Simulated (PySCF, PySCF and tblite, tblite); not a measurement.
**2,2-difluoroethyl acetate (C4H6F2O2): a path driven as rotation about a bond, and NMR exchange, part 1 of 2**

How fast is rotation about a bond in 2,2-difluoroethyl acetate (C4H6F2O2) (`CC(=O)OCC(F)F`), and when do the exchanging lines merge?

Computed with tblite 0.8.0 (tight binding) and PySCF 2.14.0 (DFT, with response routines of our own); each step states its level. Atoms count from 0 throughout.

## 1. The molecule as given

14 atoms, charge 0, multiplicity 1; geometry from: force field or distance geometry start.

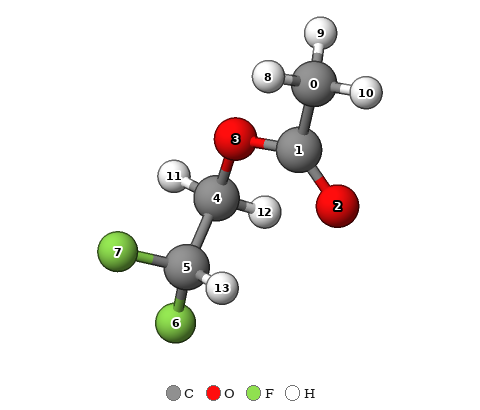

The starting geometry (carbon grey, oxygen red, fluorine green, hydrogen white), atoms numbered.

## 2. GFN2-xTB relaxation, start minimum

What the job is given:

```
{"job": {"xc": "GFN2-xTB", "basis": "xTB", "kind": "relax"}, "charge": 0, "multiplicity": 1}
C     -2.327000    -0.628900    -0.263600
C     -0.846900    -0.612400    -0.374700
O     -0.195800    -1.038200    -1.317500
O     -0.294900    -0.059300     0.742400
C      1.145400    -0.037300     0.779400
C      1.730200     1.009400    -0.167100
F      3.090300     0.906700    -0.168900
F      1.458600     2.256900     0.317400
H     -2.703700     0.395800    -0.197400
H     -2.648200    -1.204900     0.616700
H     -2.759800    -1.098700    -1.157200
H      1.435900     0.193300     1.803000
H      1.540100    -1.031300     0.559800
H      1.375300     0.948300    -1.194600
```

Launch:

```
OMP_NUM_THREADS=1 python ens_run.py task.json out
```

The driver reads the study from task.json and runs its stages one after another.

Output:

```text
step      E/eV     max force
  0    -795.39104    1.813
  1    -795.42406    2.159
  2    -795.45116    0.287
  3    -795.45600    0.262
  4    -795.46290    0.178
  5    -795.46576    0.138
  6    -795.46781    0.099
  7    -795.46869    0.085
  8    -795.46943    0.068
  9    -795.46999    0.059
 10    -795.47038    0.042
 11    -795.47062    0.037
 12    -795.47082    0.036
 13    -795.47101    0.035
 14    -795.47114    0.025
 15    -795.47121    0.023
 16    -795.47126    0.016
 17    -795.47131    0.019
 18    -795.47134    0.021
 19    -795.47137    0.018
 20    -795.47141    0.018
 21    -795.47146    0.021
 22    -795.47151    0.024
 23    -795.47158    0.029
 24    -795.47165    0.030
 25    -795.47172    0.028
 26    -795.47180    0.024
 27    -795.47188    0.033
 28    -795.47197    0.038
 29    -795.47205    0.031
 30    -795.47211    0.021
 31    -795.47216    0.017
 32    -795.47220    0.019
 33    -795.47225    0.023
 34    -795.47230    0.020
 35    -795.47234    0.015
 36    -795.47236    0.011
 37    -795.47238    0.016
 38    -795.47240    0.017
 39    -795.47243    0.012
 40    -795.47244    0.008
 41    -795.47245    0.007
 42    -795.47246    0.006
 43    -795.47246    0.006
 44    -795.47247    0.006
 45    -795.47247    0.005
 46    -795.47248    0.005
 47    -795.47248    0.005
 48    -795.47248    0.005
 49    -795.47249    0.005
 50    -795.47249    0.005
 51    -795.47249    0.003
 52    -795.47249    0.004
 53    -795.47250    0.004
 54    -795.47250    0.005
 55    -795.47250    0.004
 56    -795.47250    0.005
 57    -795.47251    0.004
 58    -795.47251    0.003
 59    -795.47251    0.003
 60    -795.47251    0.004
 61    -795.47251    0.004
 62    -795.47252    0.004
 63    -795.47252    0.005
 64    -795.47252    0.005
 65    -795.47252    0.004
 66    -795.47253    0.004
 67    -795.47253    0.007
 68    -795.47253    0.005
 69    -795.47253    0.004
 70    -795.47254    0.004
 71    -795.47254    0.004
 72    -795.47254    0.003
 73    -795.39107    1.344
 74    -795.45062    0.674
 75    -795.46632    0.527
 76    -795.46981    0.387
 77    -795.47186    0.084
 78    -795.47226    0.059
 79    -795.47241    0.037
 80    -795.47250    0.023
 81    -795.47256    0.026
 82    -795.47260    0.025
 83    -795.47263    0.013
 84    -795.47264    0.010
 85    -795.47265    0.010
 86    -795.47266    0.008
 87    -795.47267    0.006
 88    -795.47267    0.004
 89    -795.47267    0.004
 90    -795.47268    0.004
 91    -795.47268    0.003
 92    -795.47268    0.004
 93    -795.47268    0.003
```

Wall time 0.13 s (1 thread of Intel Xeon at 2.80GHz, shared host).

The energy fell by 0.082 eV, and the atoms moved 0.13 Å (root mean square).

## 3. Relaxed scan, rotation

What the job is given:

```
{"job": {"xc": "GFN2-xTB", "basis": "xTB", "coordinate": [["t", [0, 1, 3, 4], 0.5], ["t", [2, 1, 3, 4], 0.5]], "kind": "drive"}, "charge": 0, "multiplicity": 1}
C     -2.325862    -0.601182    -0.274263
C     -0.830112    -0.644342    -0.367838
O     -0.187251    -1.093974    -1.276361
O     -0.266420    -0.091043     0.726132
C      1.146232    -0.059114     0.773690
C      1.721364     1.017303    -0.149562
F      3.071826     0.950687    -0.130139
F      1.392984     2.253967     0.289919
H     -2.657777     0.419352    -0.455235
H     -2.643227    -0.888642     0.723764
H     -2.759037    -1.258387    -1.021710
H      1.413975     0.165392     1.808121
H      1.564653    -1.023534     0.463502
H      1.381752     0.918636    -1.190746
```

Output:

```text
point  coordinate     E/eV
  0    -75.700     -795.43586
  1    -61.100     -795.33633
  2    -46.300     -795.19673
  3    -31.400     -795.03964
  4    -16.200     -794.89154
  5     -0.800     -794.77313
  6     14.800     -794.71678
  7     30.500     -794.94811
  8     45.600     -795.06207
  9     60.400     -795.12162
 10     75.200     -795.15495
 11     89.900     -795.15884
```

Run time: 3.4 s. Hardware: 1 thread of Intel Xeon at 2.80GHz, shared host.

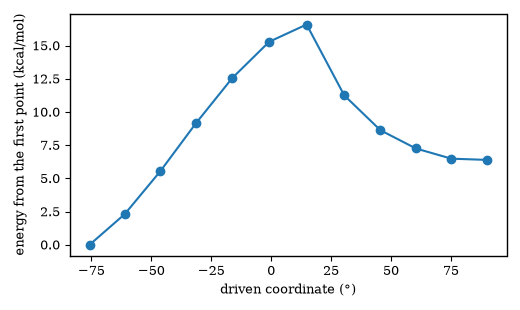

Energy along the scan.

## 4. Nudged elastic band, leg 1

The job, as its differences from that of step 3:

```diff
@@ -1,2 +1,2 @@
-{"job": {"xc": "GFN2-xTB", "basis": "xTB", "coordinate": [["t", [0, 1, 3, 4], 0.5], ["t", [2, 1, 3, 4], 0.5]], "kind": "drive"}, "charge": 0, "multiplicity": 1}
+{"job": {"xc": "GFN2-xTB", "basis": "xTB", "kind": "neb"}, "charge": 0, "multiplicity": 1}
 C     -2.325862    -0.601182    -0.274263
```

Output:

```text
image   E - E0 / eV
  0       0.0000
  1       0.1097
  2       0.4107
  3       0.7550
  4       0.4203
  5       0.3315
  6       0.3103
```

It took 6.2 s on 1 thread of Intel Xeon at 2.80GHz, shared host; peak memory 0.2 GiB.

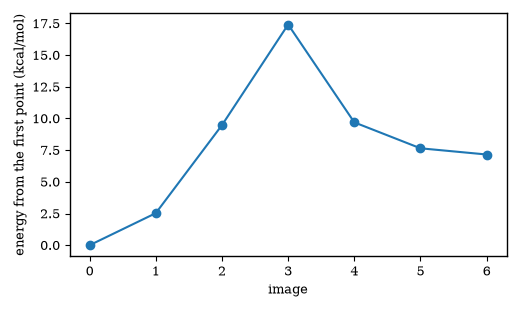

Energy along the band.

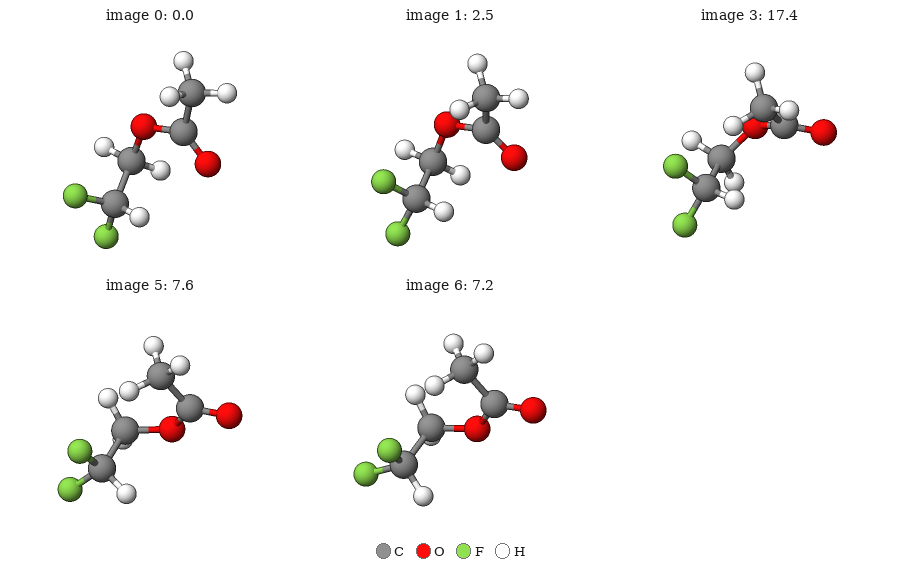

Images along the band, with energies in kcal/mol.

## 5. Saddle search, leg 1

What the job is given:

```
{"job": {"xc": "GFN2-xTB", "basis": "xTB", "kind": "saddle"}, "charge": 0, "multiplicity": 1}
C     -1.826902    -0.178484    -0.344012
C     -0.758090    -1.231037    -0.283973
O     -0.738210    -2.215581    -0.957874
O      0.147381    -1.098049     0.749955
C      1.223657    -0.191330     0.791053
C      1.180005     0.998410    -0.167696
F      2.424261     1.515671    -0.271106
F      0.401075     2.002713     0.304521
H     -1.433047     0.831823    -0.350520
H     -2.435310    -0.282268     0.554076
H     -2.449488    -0.344827    -1.218315
H      1.282080     0.188315     1.817350
H      2.149134    -0.737970     0.558062
H      0.833454     0.742615    -1.181522
```

Output:

```text
step      E/eV     max force
  0    -794.71769   0.0324
  1    -794.72346   0.1705
  2    -794.71972   0.0356
  3    -794.72198   0.0428
  4    -794.72471   0.0434
  5    -794.72804   0.0609
  6    -794.73086   0.0566
  7    -794.73478   0.1213
  8    -794.73244   0.0368
  9    -794.73471   0.0486
 10    -794.73701   0.0571
 11    -794.73934   0.0444
 12    -794.74268   0.0792
 13    -794.74608   0.1004
 14    -794.74959   0.1068
 15    -794.75329   0.1032
 16    -794.75880   0.1002
 17    -794.76585   0.2176
 18    -794.76161   0.0509
 19    -794.76518   0.0605
 20    -794.77015   0.1109
 21    -794.76682   0.0312
 22    -794.76950   0.0383
 23    -794.77184   0.0416
 24    -794.77490   0.0449
 25    -794.77812   0.0412
 26    -794.78276   0.0422
 27    -794.78717   0.0577
 28    -794.79099   0.0596
 29    -794.79544   0.0687
 30    -794.79970   0.0640
 31    -794.80817   0.0654
 32    -794.81716   0.0933
 33    -794.82438   0.1510
 34    -794.83148   0.1201
 35    -794.84315   0.2326
 36    -794.83608   0.0610
 37    -794.84194   0.0613
 38    -794.84852   0.0944
 39    -794.85437   0.0812
 40    -794.86280   0.1356
 41    -794.87186   0.0967
 42    -794.88346   0.2069
 43    -794.87657   0.0496
 44    -794.88360   0.0542
 45    -794.88902   0.0517
 46    -794.89575   0.0485
 47    -794.90218   0.1184
 48    -794.89894   0.0267
 49    -794.90278   0.0393
 50    -794.90619   0.0399
 51    -794.90824   0.0279
 52    -794.91009   0.0488
 53    -794.91058   0.0228
 54    -794.91040   0.0919
 55    -794.91062   0.0298
 56    -794.91068   0.0022
lowest wavenumbers (cm-1): -100.2 53.2 63.2 87.4 174.3 245.1
```

It took 11 s on 1 thread of Intel Xeon at 2.80GHz, shared host; peak memory 0.2 GiB.

Point group C1; 1 imaginary mode, 100i cm⁻¹, carried by O2, C0, O3. Steps downhill from it reached both ends.

The saddle lies 4.5 kcal/mol below the top of the band, so the search moved to another arrangement of the atoms than the band's.

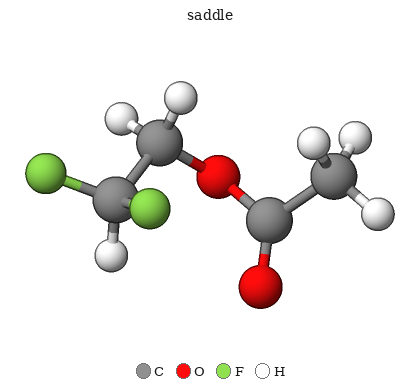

The saddle point.

## 6. Shieldings, start: PBE0/pcSseg-1

What the job is given:

```
{"job": {"kind": "nmr", "xc": "PBE0", "basis": "pcSseg-1", "pop": false}, "charge": 0, "multiplicity": 1}
C     -2.325862    -0.601182    -0.274263
C     -0.830112    -0.644342    -0.367838
O     -0.187251    -1.093974    -1.276361
O     -0.266420    -0.091043     0.726132
C      1.146232    -0.059114     0.773690
C      1.721364     1.017303    -0.149562
F      3.071826     0.950687    -0.130139
F      1.392984     2.253967     0.289919
H     -2.657777     0.419352    -0.455235
H     -2.643227    -0.888642     0.723764
H     -2.759037    -1.258387    -1.021710
H      1.413975     0.165392     1.808121
H      1.564653    -1.023534     0.463502
H      1.381752     0.918636    -1.190746
```

Output:

```text
coarse grid: 12408 points
cycle   1  E = -505.3271157216  dE =  1.264e+00  |g| = 1.069e+00  |ddm| = 3.196e+00
cycle   2  E = -504.9596297703  dE =  3.675e-01  |g| = 1.801e+00  |ddm| = 1.653e+00
cycle   3  E = -505.5120507824  dE = -5.524e-01  |g| = 2.879e-01  |ddm| = 1.199e+00
cycle   4  E = -505.5264048995  dE = -1.435e-02  |g| = 8.986e-02  |ddm| = 2.240e-01
cycle   5  E = -505.5276678713  dE = -1.263e-03  |g| = 2.080e-02  |ddm| = 5.299e-02
cycle   6  E = -505.5277574607  dE = -8.959e-05  |g| = 5.343e-03  |ddm| = 1.540e-02
cycle   7  E = -505.5277624403  dE = -4.980e-06  |g| = 1.786e-03  |ddm| = 3.717e-03
final grid: 122688 points
cycle   8  E = -505.6083598541  dE = -3.293e-05  |g| = 1.345e-02  |ddm| = 2.370e-02
cycle   9  E = -505.6083141540  dE =  4.570e-05  |g| = 2.103e-02  |ddm| = 1.880e-02
cycle  10  E = -505.6083914620  dE = -7.731e-05  |g| = 2.168e-03  |ddm| = 1.179e-02
cycle  11  E = -505.6083922675  dE = -8.056e-07  |g| = 4.883e-04  |ddm| = 1.440e-03
cycle  12  E = -505.6083923054  dE = -3.792e-08  |g| = 1.674e-04  |ddm| = 3.984e-04
cycle  13  E = -505.6083923112  dE = -5.736e-09  |g| = 2.999e-05  |ddm| = 1.283e-04
cycle  14  E = -505.6083923113  dE = -1.472e-10  |g| = 1.032e-05  |ddm| = 2.287e-05
converged SCF energy = -505.6083923113

GIAO shielding tensors (ppm)
atom      isotropic    diamagn.    paramagn.     s11        s22        s33       span
  0 C      164.224     248.598     -84.374    143.161    155.273    194.239     51.079
  1 C        8.970     252.261    -243.291    -94.906     50.113     71.703    166.609
  2 O     -116.566     404.031    -520.597   -400.050   -241.837    292.187    692.237
  3 O      139.642     402.820    -263.178    -42.460    221.923    239.464    281.924
  4 C      118.919     247.024    -128.106     91.091    116.076    149.589     58.498
  5 C       68.727     245.901    -177.174     50.189     68.986     87.007     36.818
  6 F      319.609     468.200    -148.591    217.538    336.617    404.672    187.134
  7 F      315.232     473.145    -157.913    222.032    343.244    380.420    158.387
  8 H       29.330      28.762       0.569     25.904     28.089     33.998      8.094
  9 H       29.444      28.524       0.920     25.362     28.864     34.107      8.745
 10 H       29.761      27.496       2.265     25.636     28.109     35.540      9.904
 11 H       27.708      28.840      -1.132     23.682     27.849     31.592      7.910
 12 H       26.969      30.559      -3.590     23.477     27.445     29.986      6.509
 13 H       25.225      30.155      -4.931     22.465     25.462     27.747      5.282
```

Run time: 23 s. Hardware: 1 thread of Intel Xeon at 2.80GHz, shared host; peak memory 0.75 GiB.

This run: HOMO -8.44 eV, LUMO -0.09 eV; dipole 2.44 D.

## 7. Shieldings, saddle of leg 1: PBE0/pcSseg-1

What the job is given:

```
{"job": {"kind": "nmr", "xc": "PBE0", "basis": "pcSseg-1", "pop": false}, "charge": 0, "multiplicity": 1}
C     -2.074177    -0.370804     0.098465
C     -0.799653    -0.798385    -0.556960
O     -0.617754    -0.927022    -1.727052
O      0.215891    -1.110542     0.348965
C      1.034564    -0.050378     0.772792
C      1.634980     0.727952    -0.402689
F      2.762196     1.363761    -0.010992
F      0.777858     1.696424    -0.809981
H     -1.949027     0.639347     0.487380
H     -2.298277    -1.032069     0.932171
H     -2.883565    -0.374310    -0.624965
H      0.483013     0.652252     1.414319
H      1.846472    -0.505254     1.345153
H      1.867478     0.089030    -1.266606
```

Output:

```text
coarse grid: 12408 points
cycle   1  E = -505.2884766832  dE =  1.255e+00  |g| = 1.101e+00  |ddm| = 3.189e+00
cycle   2  E = -504.8515988642  dE =  4.369e-01  |g| = 1.921e+00  |ddm| = 1.810e+00
cycle   3  E = -505.4894241968  dE = -6.378e-01  |g| = 2.797e-01  |ddm| = 1.309e+00
cycle   4  E = -505.5029144924  dE = -1.349e-02  |g| = 9.442e-02  |ddm| = 2.307e-01
cycle   5  E = -505.5043098806  dE = -1.395e-03  |g| = 2.215e-02  |ddm| = 6.074e-02
cycle   6  E = -505.5044118496  dE = -1.020e-04  |g| = 5.538e-03  |ddm| = 1.639e-02
cycle   7  E = -505.5044171104  dE = -5.261e-06  |g| = 1.840e-03  |ddm| = 3.990e-03
final grid: 122688 points
cycle   8  E = -505.5859462741  dE = -2.826e-05  |g| = 1.506e-02  |ddm| = 2.402e-02
cycle   9  E = -505.5858717455  dE =  7.453e-05  |g| = 2.540e-02  |ddm| = 2.275e-02
cycle  10  E = -505.5859856281  dE = -1.139e-04  |g| = 2.819e-03  |ddm| = 1.500e-02
cycle  11  E = -505.5859870245  dE = -1.396e-06  |g| = 4.397e-04  |ddm| = 1.857e-03
cycle  12  E = -505.5859870547  dE = -3.020e-08  |g| = 1.562e-04  |ddm| = 4.177e-04
cycle  13  E = -505.5859870598  dE = -5.113e-09  |g| = 3.015e-05  |ddm| = 1.229e-04
cycle  14  E = -505.5859870600  dE = -1.505e-10  |g| = 1.034e-05  |ddm| = 2.375e-05
converged SCF energy = -505.5859870600

GIAO shielding tensors (ppm)
atom      isotropic    diamagn.    paramagn.     s11        s22        s33       span
  0 C      164.065     250.730     -86.665    141.627    157.190    193.378     51.751
  1 C        3.811     250.327    -246.515   -111.245     56.210     66.468    177.713
  2 O     -215.131     401.387    -616.519   -553.026   -343.111    250.743    803.769
  3 O      170.052     402.981    -232.929     79.311    149.789    281.057    201.746
  4 C      112.337     246.704    -134.367     91.985    100.504    144.522     52.537
  5 C       64.478     243.408    -178.930     49.075     65.164     79.196     30.121
  6 F      317.680     468.961    -151.281    208.209    331.184    413.646    205.437
  7 F      308.558     476.077    -167.518    227.565    328.922    369.188    141.623
  8 H       29.192      30.499      -1.306     25.615     29.442     32.520      6.906
  9 H       29.523      28.760       0.763     25.605     28.489     34.476      8.871
 10 H       29.559      28.073       1.486     25.618     27.735     35.324      9.706
 11 H       27.435      30.748      -3.313     24.231     27.759     30.315      6.084
 12 H       27.399      28.905      -1.506     23.543     27.633     31.021      7.478
 13 H       25.106      29.291      -4.185     21.952     26.036     27.329      5.377
```

Run time: 23 s. Hardware: 1 thread of Intel Xeon at 2.80GHz, shared host; peak memory 0.83 GiB.

In short: HOMO -8.29 eV, LUMO -0.62 eV; dipole 2.82 D.

## 8. Shieldings, end: PBE0/pcSseg-1

What the job is given:

```
{"job": {"kind": "nmr", "xc": "PBE0", "basis": "pcSseg-1", "pop": false}, "charge": 0, "multiplicity": 1}
C     -1.827947    -0.192450     0.040681
C     -0.893026    -1.197571    -0.576860
O     -1.236605    -2.046164    -1.345823
O      0.421768    -1.166879    -0.226780
C      0.994889    -0.173329     0.586003
C      1.558630     0.975284    -0.260684
F      2.496401     1.646955     0.442262
F      0.596472     1.879944    -0.563387
H     -1.524634     0.825009    -0.193228
H     -1.861477    -0.317887     1.121851
H     -2.820587    -0.369127    -0.363243
H      0.299620     0.228767     1.328835
H      1.838788    -0.645941     1.098634
H      2.005191     0.622434    -1.201700
```

Output:

```text
coarse grid: 12408 points
cycle   1  E = -505.2971081775  dE =  1.278e+00  |g| = 1.098e+00  |ddm| = 3.193e+00
cycle   2  E = -504.8091223889  dE =  4.880e-01  |g| = 1.974e+00  |ddm| = 1.943e+00
cycle   3  E = -505.4944642917  dE = -6.853e-01  |g| = 3.148e-01  |ddm| = 1.457e+00
cycle   4  E = -505.5116725920  dE = -1.721e-02  |g| = 9.849e-02  |ddm| = 2.455e-01
cycle   5  E = -505.5131350784  dE = -1.462e-03  |g| = 2.648e-02  |ddm| = 6.145e-02
cycle   6  E = -505.5132782658  dE = -1.432e-04  |g| = 6.672e-03  |ddm| = 1.919e-02
cycle   7  E = -505.5132853382  dE = -7.072e-06  |g| = 2.349e-03  |ddm| = 4.647e-03
final grid: 122688 points
cycle   8  E = -505.5953217883  dE = -3.487e-05  |g| = 1.507e-02  |ddm| = 2.700e-02
cycle   9  E = -505.5952477577  dE =  7.403e-05  |g| = 2.532e-02  |ddm| = 2.332e-02
cycle  10  E = -505.5953610904  dE = -1.133e-04  |g| = 2.687e-03  |ddm| = 1.531e-02
cycle  11  E = -505.5953623468  dE = -1.256e-06  |g| = 5.219e-04  |ddm| = 1.807e-03
cycle  12  E = -505.5953623907  dE = -4.386e-08  |g| = 1.604e-04  |ddm| = 4.401e-04
cycle  13  E = -505.5953623959  dE = -5.200e-09  |g| = 3.577e-05  |ddm| = 1.300e-04
cycle  14  E = -505.5953623961  dE = -2.341e-10  |g| = 1.185e-05  |ddm| = 2.949e-05
converged SCF energy = -505.5953623961

GIAO shielding tensors (ppm)
atom      isotropic    diamagn.    paramagn.     s11        s22        s33       span
  0 C      166.526     253.324     -86.799    152.097    160.547    186.933     34.837
  1 C       14.472     246.892    -232.419    -89.894     65.886     67.425    157.319
  2 O     -155.255     397.841    -553.096   -475.438   -241.498    251.172    726.610
  3 O      132.710     399.918    -267.208    -74.773    226.098    246.806    321.579
  4 C      114.753     248.144    -133.391     92.241    105.370    146.650     54.409
  5 C       63.687     241.141    -177.454     50.340     65.657     75.065     24.725
  6 F      314.261     468.717    -154.456    207.910    327.975    406.898    198.988
  7 F      313.865     475.108    -161.243    228.153    338.066    375.375    147.222
  8 H       29.250      31.603      -2.352     24.067     29.874     33.811      9.744
  9 H       29.608      30.218      -0.610     25.807     28.958     34.059      8.252
 10 H       29.542      28.214       1.328     25.458     27.813     35.355      9.897
 11 H       27.347      31.648      -4.301     24.920     28.031     29.089      4.170
 12 H       27.334      28.898      -1.564     22.811     27.831     31.360      8.549
 13 H       25.474      28.205      -2.731     23.103     24.936     28.382      5.279
```

Wall time 23 s (1 thread of Intel Xeon at 2.80GHz, shared host); peak memory 0.76 GiB.

Key values: HOMO -8.16 eV, LUMO 0.09 eV; dipole 2.78 D.

(Continued in part 2 of 2.)
